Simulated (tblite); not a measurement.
## C6H9Cl2FO: geometry relaxation (part 2 of 2)

C6H9Cl2FO; GFN2-xTB geometry optimisation, gas phase (tblite 0.8.0). 

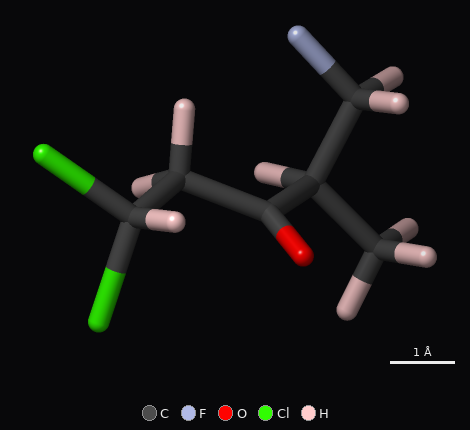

*The geometry at step 132 of the log (stick view, seen at a tilt).*

Trajectory as extended XYZ, continued
```
19
Properties=species:S:1:pos:R:3:forces:R:3 step=82 energy=-961.38346
C    -1.9204    1.3522    0.2945   -0.0100   0.0130   0.0000
C    -1.0696    0.1532   -0.1121    0.0030   0.0020   0.0150
C    -1.6843   -1.1267    0.4677    0.0010  -0.0030   0.0000
F    -1.0341   -2.2427    0.0057    0.0110  -0.0020  -0.0010
C     0.3493    0.2934    0.4273    0.0180  -0.0100   0.0090
O     0.6224    1.0111    1.3511    0.0020   0.0210   0.0000
C     1.3888   -0.5938   -0.2409    0.0220  -0.0120  -0.0170
C     2.7537    0.0685   -0.2214    0.0090   0.0090  -0.0070
Cl    2.7684    1.4400   -1.3599   -0.0030  -0.0190   0.0260
Cl    4.0271   -1.0856   -0.6792   -0.0160   0.0120   0.0010
H    -1.9075    1.4654    1.3754   -0.0090   0.0100  -0.0030
H    -1.5208    2.2611   -0.1461    0.0230  -0.0030  -0.0030
H    -2.9468    1.2253   -0.0386   -0.0100  -0.0040  -0.0010
H    -1.0347    0.0597   -1.2014   -0.0060  -0.0100   0.0140
H    -1.6104   -1.1396    1.5599    0.0070  -0.0040  -0.0010
H    -2.7309   -1.2241    0.1634    0.0000   0.0020  -0.0100
H     1.1041   -0.8490   -1.2603   -0.0190  -0.0030  -0.0190
H     1.4359   -1.5241    0.3341   -0.0070  -0.0040  -0.0010
H     3.0001    0.4647    0.7660   -0.0160   0.0050   0.0000
19
Properties=species:S:1:pos:R:3:forces:R:3 step=99 energy=-961.38631
C    -1.9514    1.3377    0.2847   -0.0030   0.0040   0.0010
C    -1.0928    0.1399   -0.1097    0.0020   0.0000  -0.0060
C    -1.6529   -1.1362    0.5298    0.0000  -0.0010   0.0030
F    -1.0244   -2.2508    0.0342    0.0080  -0.0020   0.0040
C     0.3443    0.3330    0.3638    0.0040   0.0030  -0.0070
O     0.6326    1.0789    1.2603   -0.0010  -0.0010   0.0120
C     1.3747   -0.5368   -0.3370    0.0040  -0.0030  -0.0010
C     2.7693    0.0397   -0.1759   -0.0060  -0.0020  -0.0030
Cl    2.9633    1.4481   -1.2481   -0.0010  -0.0030   0.0100
Cl    4.0114   -1.1709   -0.5656   -0.0090   0.0020  -0.0080
H    -1.9006    1.4961    1.3586   -0.0050  -0.0040   0.0070
H    -1.5826    2.2339   -0.2063    0.0020   0.0010  -0.0010
H    -2.9870    1.1800   -0.0039   -0.0040   0.0010  -0.0030
H    -1.1039    0.0074   -1.1949    0.0070  -0.0090  -0.0100
H    -1.5031   -1.1391    1.6139   -0.0020   0.0100   0.0070
H    -2.7164   -1.2471    0.2975   -0.0030   0.0010   0.0010
H     1.1293   -0.6642   -1.3915    0.0090   0.0050   0.0030
H     1.3339   -1.5261    0.1300    0.0040   0.0020   0.0000
H     2.9463    0.3857    0.8454   -0.0060  -0.0060  -0.0070
19
Properties=species:S:1:pos:R:3:forces:R:3 step=115 energy=-961.38811
C    -1.9839    1.3170    0.2567   -0.0070   0.0040  -0.0040
C    -1.1070    0.1265   -0.1204   -0.0130  -0.0020   0.0120
C    -1.6100   -1.1276    0.6052   -0.0200  -0.0030  -0.0010
F    -0.9786   -2.2538    0.1399   -0.0060   0.0000   0.0070
C     0.3364    0.3666    0.3072    0.0030  -0.0020   0.0050
O     0.6260    1.1047    1.2100    0.0050   0.0020  -0.0040
C     1.3622   -0.4683   -0.4363    0.0060  -0.0140  -0.0010
C     2.7728    0.0011   -0.1369    0.0110  -0.0080  -0.0080
Cl    3.1372    1.4642   -1.0798    0.0070   0.0180  -0.0040
Cl    3.9596   -1.2643   -0.5299    0.0020   0.0130  -0.0030
H    -1.9210    1.4995    1.3266   -0.0030   0.0020  -0.0120
H    -1.6437    2.2104   -0.2592    0.0140  -0.0040  -0.0100
H    -3.0197    1.1304   -0.0132   -0.0090   0.0010   0.0030
H    -1.1513   -0.0605   -1.1970    0.0040   0.0040   0.0140
H    -1.4136   -1.0698    1.6808   -0.0100   0.0000  -0.0120
H    -2.6793   -1.2708    0.4239   -0.0100  -0.0100   0.0080
H     1.1705   -0.4542   -1.5102    0.0030   0.0190   0.0120
H     1.2414   -1.5028   -0.0999    0.0100  -0.0060   0.0010
H     2.8921    0.2607    0.9177    0.0140  -0.0140  -0.0040
19
Properties=species:S:1:pos:R:3:forces:R:3 step=132 energy=-961.39293
C    -1.9850    1.3094    0.2019    0.0030   0.0000  -0.0010
C    -1.1077    0.0977   -0.1014   -0.0060  -0.0170   0.0070
C    -1.6247   -1.1186    0.6771   -0.0060  -0.0010   0.0080
F    -0.9450   -2.2552    0.3152   -0.0070  -0.0010  -0.0010
C     0.3355    0.3530    0.3266    0.0070  -0.0220   0.0000
O     0.6194    1.0593    1.2553    0.0040  -0.0070  -0.0010
C     1.3622   -0.4269   -0.4740    0.0250  -0.0230  -0.0200
C     2.7843   -0.0162   -0.1394    0.0060  -0.0060   0.0000
Cl    3.1731    1.5398   -0.9079   -0.0250   0.0110   0.0020
Cl    3.9425   -1.2473   -0.7014   -0.0240   0.0130   0.0090
H    -1.9848    1.5123    1.2696    0.0110   0.0070  -0.0050
H    -1.5975    2.1862   -0.3098   -0.0040  -0.0070  -0.0110
H    -3.0059    1.1337   -0.1269    0.0010  -0.0010   0.0100
H    -1.1394   -0.1428   -1.1671   -0.0020   0.0090  -0.0070
H    -1.4827   -0.9894    1.7545    0.0030   0.0060  -0.0010
H    -2.6806   -1.3028    0.4552    0.0060   0.0190   0.0000
H     1.1751   -0.3080   -1.5427    0.0140   0.0090   0.0070
H     1.2214   -1.4865   -0.2352    0.0100   0.0160   0.0020
H     2.9298    0.1117    0.9356   -0.0180  -0.0070   0.0010
19
Properties=species:S:1:pos:R:3:forces:R:3 step=148 energy=-961.39747
C    -1.9553    1.3081    0.1711   -0.0130   0.0200  -0.0060
C    -1.1029    0.0710   -0.0992   -0.0230   0.0020  -0.0030
C    -1.6572   -1.1083    0.7079    0.0020  -0.0120   0.0040
F    -0.9871   -2.2681    0.4047    0.0160   0.0360   0.0130
C     0.3407    0.3095    0.3347   -0.0200  -0.0280  -0.0390
O     0.6251    0.9846    1.2857    0.0020  -0.0120   0.0260
C     1.3709   -0.4344   -0.4965    0.0100   0.0200   0.0090
C     2.7817   -0.0124   -0.1353    0.0340   0.0450   0.0110
Cl    3.1092    1.6172   -0.7805   -0.0130  -0.0450   0.0190
Cl    3.9737   -1.1528   -0.7965   -0.0070  -0.0080  -0.0030
H    -1.9101    1.5663    1.2264    0.0110   0.0050  -0.0220
H    -1.5827    2.1521   -0.4030    0.0090  -0.0040  -0.0020
H    -2.9908    1.1278   -0.1063    0.0060  -0.0030   0.0060
H    -1.1311   -0.1943   -1.1588   -0.0120   0.0010  -0.0120
H    -1.5428   -0.9350    1.7824    0.0210  -0.0320  -0.0020
H    -2.7093   -1.2840    0.4640   -0.0060   0.0080   0.0020
H     1.1924   -0.2711   -1.5605   -0.0220   0.0120   0.0010
H     1.2385   -1.5032   -0.3014    0.0080  -0.0040   0.0170
H     2.9273    0.0364    0.9465   -0.0040  -0.0010  -0.0190
19
Properties=species:S:1:pos:R:3:forces:R:3 step=165 energy=-961.40029
C    -1.9391    1.3138    0.1344    0.0020   0.0060  -0.0010
C    -1.1096    0.0536   -0.0986   -0.0070  -0.0030   0.0010
C    -1.6689   -1.1017    0.7392    0.0020  -0.0060   0.0010
F    -0.9890   -2.2628    0.4640    0.0000  -0.0060  -0.0070
C     0.3338    0.2753    0.3456   -0.0060  -0.0060   0.0050
O     0.6109    0.8948    1.3364    0.0000   0.0020  -0.0020
C     1.3707   -0.4219   -0.5155    0.0010   0.0010   0.0020
C     2.7787   -0.0082   -0.1326    0.0030   0.0070   0.0040
Cl    3.0885    1.6587   -0.6734   -0.0010  -0.0080  -0.0050
Cl    3.9773   -1.0973   -0.8660   -0.0030  -0.0030  -0.0050
H    -1.8586    1.6234    1.1731    0.0020  -0.0050   0.0020
H    -1.5701    2.1221   -0.4911    0.0010   0.0000  -0.0080
H    -2.9844    1.1361   -0.1045    0.0050  -0.0060   0.0020
H    -1.1410   -0.2388   -1.1510    0.0070  -0.0010  -0.0040
H    -1.5501   -0.9058    1.8092   -0.0070   0.0020  -0.0010
H    -2.7202   -1.2889    0.4994    0.0060   0.0120   0.0060
H     1.1893   -0.2164   -1.5716   -0.0050   0.0140   0.0010
H     1.2465   -1.4988   -0.3612   -0.0010  -0.0010   0.0040
H     2.9254   -0.0279    0.9493    0.0030   0.0020   0.0050
19
Properties=species:S:1:pos:R:3:forces:R:3 step=182 energy=-961.40066
C    -1.9372    1.3119    0.1289    0.0000  -0.0010   0.0010
C    -1.1085    0.0499   -0.0962    0.0000   0.0000   0.0000
C    -1.6711   -1.1030    0.7424   -0.0010   0.0010  -0.0010
F    -1.0056   -2.2694    0.4544    0.0000   0.0010   0.0000
C     0.3332    0.2729    0.3522    0.0010  -0.0030  -0.0010
O     0.6076    0.8865    1.3474    0.0010   0.0000  -0.0010
C     1.3709   -0.4149   -0.5145    0.0020  -0.0010  -0.0010
C     2.7802   -0.0058   -0.1313    0.0020   0.0030   0.0000
Cl    3.0953    1.6589   -0.6748    0.0010  -0.0020  -0.0020
Cl    3.9733   -1.1007   -0.8663    0.0000   0.0020   0.0000
H    -1.8489    1.6316    1.1639    0.0000   0.0010   0.0000
H    -1.5744    2.1136   -0.5089    0.0000  -0.0020   0.0010
H    -2.9840    1.1296   -0.0996    0.0000   0.0000   0.0000
H    -1.1355   -0.2466   -1.1478    0.0000   0.0010   0.0010
H    -1.5412   -0.9132    1.8122   -0.0020   0.0000  -0.0010
H    -2.7265   -1.2769    0.5118    0.0000  -0.0010   0.0020
H     1.1875   -0.1970   -1.5680    0.0000   0.0010   0.0020
H     1.2463   -1.4934   -0.3711   -0.0010   0.0020   0.0000
H     2.9287   -0.0247    0.9505   -0.0030  -0.0020  -0.0010
```

This output came from the following input.

Input
```
{"job": {"xc": "GFN2-xTB", "basis": "xTB", "kind": "relax"}, "charge": 0, "multiplicity": 1}
C     -1.870700     1.363600     0.280200
C     -1.067400     0.136700    -0.097000
C     -1.699600    -1.135300     0.453200
F     -1.051500    -2.200500    -0.071500
C      0.348500     0.221700     0.481200
O      0.612500     0.928600     1.444700
C      1.412200    -0.640700    -0.169900
C      2.730500     0.118600    -0.257600
Cl     2.610700     1.427900    -1.465500
Cl     4.022400    -1.001900    -0.762300
H     -2.015000     1.451500     1.363600
H     -1.386500     2.276000    -0.064400
H     -2.877400     1.327000    -0.168600
H     -0.978900     0.081100    -1.182000
H     -1.656500    -1.187800     1.543200
H     -2.758500    -1.209200     0.154500
H      1.078500    -0.967500    -1.154200
H      1.511500    -1.542900     0.461000
H      3.025400     0.562200     0.696400
```

The first line tells a small driver script what to run in tblite; the rest is the geometry in Å.

Launch command:
```bash
OMP_NUM_THREADS=1 python <driver script> task.json out
```

Summary

```tsv
quantity	value
outcome	converged
total energy	−961.4007 eV
hardware	1 CPU thread, shared host
wall time	2 s
peak memory	0.21 GiB
```
